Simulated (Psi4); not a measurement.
# AlH3S (SMILES [AlH2][SH]) at wB97X/def2-TZVP

What is the vertical singlet–triplet gap of AlH3S at wB97X/def2-TZVP? 

Program for the calculation: Psi4 1.11.

1 further run of the same task is left out (set aside as unsound or not needed).

### 1 The molecule

AlH3S: 5 atoms, total charge 0, spin state singlet. SMILES: `[AlH2][SH]`. The shape is that of a PBE0-D4/def2-TZVP optimisation.

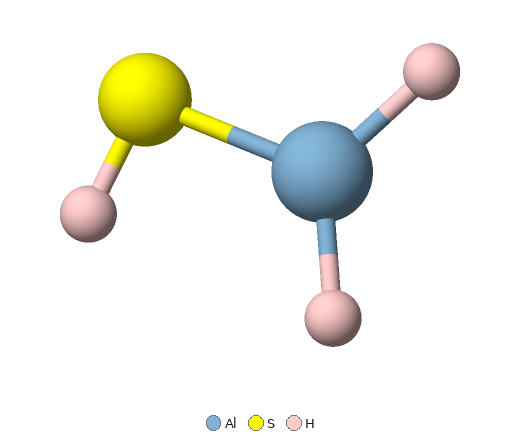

The structure, seen from a chosen angle (aluminium light blue, sulfur yellow, hydrogen pink).

### 2 Energy and forces at wB97X/def2-TZVP

alh3s.xyz

```xyz
5
AlH3S
Al    -0.616100    -0.064200    -0.181700
S      1.129100    -0.343100     1.096600
H     -1.981700    -0.650100     0.351100
H     -0.441100     0.696000    -1.556400
H      1.959700     0.287800     0.249000
```

calc.py

```python
import psi4

psi4.set_memory(1600000000)
psi4.set_num_threads(1)
psi4.set_output_file('run.log', False)

with open('alh3s.xyz') as f:
    atoms = ''.join(f.readlines()[2:])
molecule = psi4.geometry('0 1\n' + atoms + 'symmetry c1')

psi4.set_options({
    'reference': 'rks',
    'puream': True,
    'e_convergence': 1e-09,
    'd_convergence': 1e-08,
    'scf_type': 'pk',
    'dft_radial_points': 99,
    'dft_spherical_points': 590,
})

result, w = psi4.gradient('wb97x/def2-TZVP', return_wfn=True)
print('gradient / Eh bohr^-1')
print(result.np.round(6))
print(f'energy = {w.energy():.10f} Eh')
```

Started as:

```console
python calc.py
```

run.log:

```text
[...]
  Running in c1 symmetry.
[...]
  Nuclear repulsion =   73.814899731463512
[...]
  Multiplicity = 1
[...]
  Nalpha       = 16
  Nbeta        = 16
[...]
    Number of basis functions: 92
[...]
   @RKS iter   1:  -642.41402612707520   -5.48694e-01   4.43917e-03 ADIIS/DIIS
[...]
   @RKS iter  11:  -642.46186210880921   -6.25278e-12   2.88432e-09 DIIS
[...]
    Orbital Energies [Eh]
    ---------------------
    Doubly Occupied:
       1A    -88.830709     2A    -56.055264     3A     -8.021354
       4A     -5.982433     5A     -5.978004     6A     -5.976021
       7A     -4.254653     8A     -2.809294     9A     -2.802159
      10A     -2.800078    11A     -0.849349    12A     -0.544049
      13A     -0.501947    14A     -0.416466    15A     -0.404931
      16A     -0.375475
[...]
  @RKS Final Energy:  -642.46186210880921
   => Energetics <=
    Nuclear Repulsion Energy =             73.8148997314635125
    One-Electron Energy =               -1036.1280780394897647
    Two-Electron Energy =                 354.0554162066680988
    DFT Exchange-Correlation Energy =     -34.2041000074511032
    Empirical Dispersion Energy =           0.0000000000000000
    VV10 Nonlocal Energy =                  0.0000000000000000
    Total Energy =                       -642.4618621088092141
[...]
 Multipole Moments:
 ------------------------------------------------------------------------------------
     Multipole            Electronic (a.u.)      Nuclear  (a.u.)        Total (a.u.)
 ------------------------------------------------------------------------------------
 L = 1.  Multiply by 2.5417464519 to convert [e a0] to [Debye]
 Dipole X            :          0.3856543           -0.4192212           -0.0335668
 Dipole Y            :         -0.5561872            0.7446734            0.1884862
 Dipole Z            :          1.2258202           -1.5994045           -0.3735843
 Magnitude           :                                                    0.4197845
[...]
  -Total Gradient:
     Atom            X                  Y                   Z
    ------   -----------------  -----------------  -----------------
       1       -0.000205676178     0.000335886079    -0.000719825579
       2       -0.000026044628    -0.001756668980     0.003336286194
       3       -0.001347354652    -0.000742524078     0.000836078592
       4        0.000251453417     0.000870997871    -0.001556292546
       5        0.001243987366     0.001275600368    -0.001900152359
[...]
```

On the terminal:

```text
gradient / Eh bohr^-1
[[-2.060e-04  3.360e-04 -7.200e-04]
 [-2.600e-05 -1.757e-03  3.336e-03]
 [-1.347e-03 -7.430e-04  8.360e-04]
 [ 2.510e-04  8.710e-04 -1.556e-03]
 [ 1.244e-03  1.276e-03 -1.900e-03]]
energy = -642.4618621088 Eh
```

Wall time 25 s (1 thread of Intel Xeon Platinum 8375C at 2.90GHz (Ice Lake), shared host); peak memory 0.74 GiB.

### 3 The triplet: the energy at U-wB97X/def2-TZVP

calc.dat

```
memory 1.6 GB

molecule system {
  0 3
  Al
  S 1 R2
  H 1 R3 2 A3
  H 1 R4 3 A4 2 D4
  H 2 R5 1 A5 3 D5

  R2 = 2.181183
  R3 = 1.578613
  A3 = 116.54448
  R4 = 1.58061
  A4 = 124.59871
  D4 = 179.99456
  R5 = 1.344008
  A5 = 93.71841
  D5 = 179.9973
  units angstrom
  symmetry c1
  no_reorient
  no_com
}

set reference uks
set puream true
set e_convergence 1e-09
set d_convergence 1e-08
set scf_type pk
set dft_radial_points 99
set dft_spherical_points 590
set maxiter 200

E, wfn = energy('wb97x/def2-TZVP', return_wfn=True)
```

Started as:

```console
psi4 -i calc.dat -o calc.out -n 1
```

calc.out:

```text
[...]
  Running in c1 symmetry.
[...]
  Nuclear repulsion =   73.814897903616156
[...]
  Multiplicity = 3
[...]
  Nalpha       = 17
  Nbeta        = 15
[...]
    Number of basis functions: 92
[...]
   @UKS iter   1:  -642.21804404030706   -3.52712e-01   3.87246e-03 DIIS/ADIIS
[...]
   @UKS iter  13:  -642.26875121123817   -7.04858e-12   7.16575e-09 DIIS
[...]
   @S^2 Observed:                2.009231451E+00
[...]
    Orbital Energies [Eh]
    ---------------------
    Alpha Occupied:
       1A    -88.969352     2A    -55.998070     3A     -8.156153
       4A     -6.124001     5A     -6.114284     6A     -6.108192
       7A     -4.202278     8A     -2.753617     9A     -2.753572
      10A     -2.748059    11A     -0.974042    12A     -0.619834
      13A     -0.555998    14A     -0.524281    15A     -0.443650
      16A     -0.379427    17A     -0.186968
    Alpha Virtual:
      18A      0.033931    19A      0.062401    20A      0.131921
      21A      0.142827    22A      0.179469    23A      0.201246
      24A      0.206339    25A      0.207415    26A      0.223364
[...]
  @UKS Final Energy:  -642.26875121123817
   => Energetics <=
    Nuclear Repulsion Energy =             73.8148979036161563
    One-Electron Energy =               -1034.6138701278841836
    Two-Electron Energy =                 352.6874288655261580
    DFT Exchange-Correlation Energy =     -34.1572078524964198
    Empirical Dispersion Energy =           0.0000000000000000
    VV10 Nonlocal Energy =                  0.0000000000000000
    Total Energy =                       -642.2687512112382819
[...]
 Multipole Moments:
 ------------------------------------------------------------------------------------
     Multipole            Electronic (a.u.)      Nuclear  (a.u.)        Total (a.u.)
 ------------------------------------------------------------------------------------
 L = 1.  Multiply by 2.5417464519 to convert [e a0] to [Debye]
 Dipole X            :          0.0000496           -0.0001693           -0.0001196
 Dipole Y            :          0.7683723           -1.1903724           -0.4220001
 Dipole Z            :          3.4555837           -1.3679883            2.0875954
 Magnitude           :                                                    2.1298213
[...]
```

Run time: 26 s. Hardware: 1 thread of Intel Xeon Platinum 8375C at 2.90GHz (Ice Lake), shared host; peak memory 0.75 GiB.

### 4 Outcome

At wB97X/def2-TZVP:

```
                                        quantity          value
                           singlet: total energy  -642.46186 Eh
                          singlet: dipole moment         1.07 D
                            singlet: HOMO energy      -10.22 eV
                            singlet: LUMO energy        0.47 eV
                          singlet: HOMO–LUMO gap       10.69 eV
               singlet: largest force on an atom     0.194 eV/Å
                           triplet: total energy  -642.26875 Eh
                          triplet: dipole moment         5.41 D
     triplet: HOMO energy (highest over α and β)       -5.09 eV
      triplet: LUMO energy (lowest over α and β)       -4.86 eV
                                   triplet: ⟨S²⟩          2.009
vertical energy of the triplet above the singlet       5.255 eV
```

In words: At this shape the triplet lies 5.25 eV (121 kcal/mol) above the singlet.
